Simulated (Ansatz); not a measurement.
# Run report: TaN₃H₆O, phonon calculation

TaN₃H₆O, SMILES [NH2][Ta]([NH2])([NH2])=[O], computed with RKS PBE0-D4/def2-TZVP (Ansatz 0.2.0).

The geometry comes from this level: PBE0-D4/def2-TZVP. Figures and captions count atoms from 1; the log counts them from 0 in places.

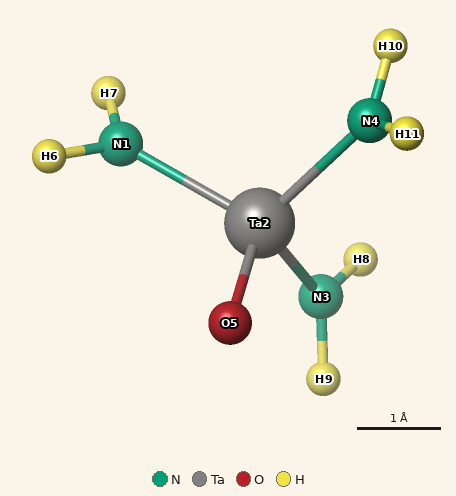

*The input geometry (ball-and-stick view, seen at a tilt; atoms are numbered from 1 in the order of the input). Sticks mark near contacts.*

Bond lengths as drawn: H–N 1.01 Å, N–Ta 1.99 Å and O–Ta 1.72 Å.

### Key numbers

```csv
quantity,value
outcome,converged
total energy,−8166.9350 eV
mean-field energy,−8166.7379 eV
dispersion energy,−0.1970 eV
largest force (length of the vector),0.004 eV/Å
dipole moment,3.92 D
hardware,"4 CPU threads, shared host"
wall time,2.1 min (CPU time 7.5 min)
peak memory,0.54 GiB
```

### The input
```yaml
crystal:
  periodic: [false, false, false]
  atoms:
    - {symbol: N, position_ang: [-1.068877, 1.541664, 0.275060]}
    - {symbol: Ta, position_ang: [0.377868, 0.175438, 0.148964]}
    - {symbol: N, position_ang: [-0.040548, -1.403876, 1.291852]}
    - {symbol: N, position_ang: [0.662707, -0.378928, -1.744990]}
    - {symbol: O, position_ang: [1.836273, 0.883730, 0.725543]}
    - {symbol: H, position_ang: [-0.907858, 2.505604, 0.525967]}
    - {symbol: H, position_ang: [-2.060748, 1.370433, 0.202874]}
    - {symbol: H, position_ang: [-0.709443, -2.130733, 1.085458]}
    - {symbol: H, position_ang: [0.473226, -1.642066, 2.126934]}
    - {symbol: H, position_ang: [-0.054361, -0.635530, -2.407040]}
    - {symbol: H, position_ang: [1.557361, -0.342736, -2.210123]}
basis:
  gaussian: {orbitals: def2-TZVP}
hamiltonian: {xc: pbe0, dispersion: d4}
phonons: {temperatures: {t_min: 298.15, t_max: 900, t_step: 200}}
```

### Log
```
Functional definition: PBE0
  name "PBE0"
  cite "Adamo & Barone, J. Chem. Phys. 110, 6158 (1999) doi:10.1063/1.478522"
  cite "Perdew, Burke & Ernzerhof, Phys. Rev. Lett. 77, 3865 (1996) doi:10.1103/PhysRevLett.77.3865"
  parent pbe
  parameter a = 0.25
  parameter kappa = 0.804
  parameter beta = 0.06672455060314922
  exchange = (1 - a)*pbe_x(kappa = kappa, mu = beta*pi^2/3) + a*exact_x
  correlation = pbe_c(beta = beta)
1288 factors; their error is unknown
mean field evaluation 1: about -8141.9203 eV, gradient 1.2e2 eV
mean field evaluation 2: about -8027.6117 eV, gradient 2.6e2 eV
mean field evaluation 4: about -8165.7519 eV, gradient 2.4e1 eV
mean field evaluation 8: about -8166.7219 eV, gradient 8.7e-2 eV
mean field evaluation 16: about -8166.7379 eV, gradient 6.3e-5 eV
mean field -8166.73791446 eV, -300.1220827427 hartree, gradient 6.3e-5 eV, S^2 0.000000; 0 other end points of the search recorded, 0 dependent functions left out
the calculation of the forces begins
reference -8166.73794787 eV, -300.1220839704 hartree; 24, 24 occupied and 176, 176 virtual orbitals, 1288 factors
these checks for a lower state are left out or cut short: stability, starts, cluster_reference, orbital_swaps, neighbouring_geometries, increment
1288 factors; their error is unknown
mean field -8166.73769574 eV, -300.1220747050 hartree, gradient 9.3e-7 eV, S^2 0.000000; 0 other end points of the search recorded, 0 dependent functions left out
[... from here on the field's lines of each further geometry are left out, up to the last ...]
the calculation of the forces begins
reference -8166.73789535 eV, -300.1220820402 hartree; 24, 24 occupied and 176, 176 virtual orbitals, 1288 factors
these checks for a lower state are left out or cut short: stability, starts, cluster_reference, orbital_swaps, neighbouring_geometries, increment
1288 factors; their error is unknown
mean field -8166.73788769 eV, -300.1220817589 hartree, gradient 9.3e-7 eV, S^2 0.000000; 0 other end points of the search recorded, 0 dependent functions left out
the calculation of the forces begins
reference -8166.73792110 eV, -300.1220829868 hartree; 24, 24 occupied and 176, 176 virtual orbitals, 1288 factors
Total energy: -8166.93499291 eV, -300.1293252421 hartree
Atom 0 at    -1.068877     1.541664     0.275060 Å, force     0.000826     0.002015     0.000325 eV/Å
Atom 1 at     0.377868     0.175438     0.148964 Å, force     0.000083     0.000597    -0.001114 eV/Å
Atom 2 at    -0.040548    -1.403876     1.291852 Å, force     0.001396    -0.000247     0.002037 eV/Å
Atom 3 at     0.662707    -0.378928    -1.744990 Å, force     0.001819    -0.000177    -0.000513 eV/Å
Atom 4 at     1.836273     0.883730     0.725543 Å, force    -0.000962    -0.000673     0.000268 eV/Å
Atom 5 at    -0.907858     2.505604     0.525967 Å, force    -0.002415    -0.003269    -0.000822 eV/Å
Atom 6 at    -2.060748     1.370433     0.202874 Å, force     0.002153     0.001177     0.000385 eV/Å
Atom 7 at    -0.709443    -2.130733     1.085458 Å, force     0.001761     0.001351     0.001278 eV/Å
Atom 8 at     0.473226    -1.642066     2.126934 Å, force    -0.002758    -0.000907    -0.002974 eV/Å
Atom 9 at    -0.054361    -0.635530    -2.407040 Å, force     0.002291     0.000396     0.000969 eV/Å
Atom 10 at     1.557361    -0.342736    -2.210123 Å, force    -0.004194    -0.000265     0.000162 eV/Å
Dipole moment:    -0.691659    -0.335949    -0.273484 e Å
Vibrations: 117.39 182.83 182.92 183.33 199.62 199.66 343.43 343.62 423.04 450.94 451.08 567.87 567.91 589.82 656.34 656.37 679.51 1003.69 1549.33 1549.36 1554.17 3580.17 3580.20 3583.18 3674.61 3674.63 3674.67 cm⁻¹, zero-point energy 2.121351 eV
```

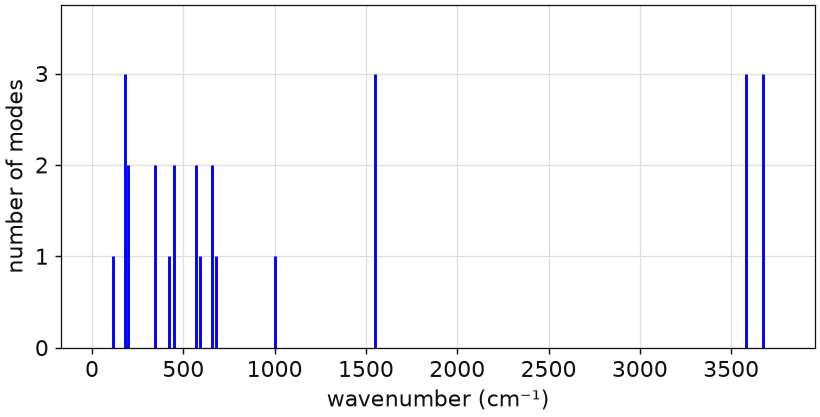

*Harmonic vibrational wavenumbers from the force constants; neighbouring modes closer than 16 cm⁻¹ are counted in one stick.*

27 modes from 117 to 3675 cm⁻¹, none imaginary.

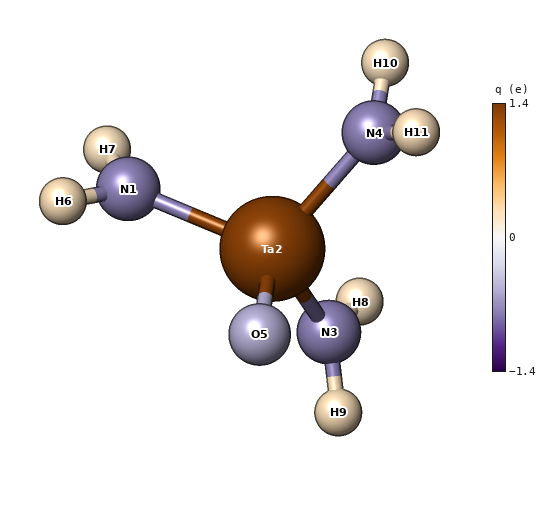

*Mulliken charges, as the colour of each atom (ball-and-stick view, seen at a tilt; atoms are numbered from 1 in the order of the input).*

By element: N −0.76, Ta +1.33, O −0.53 and H +0.24 to +0.26 e.
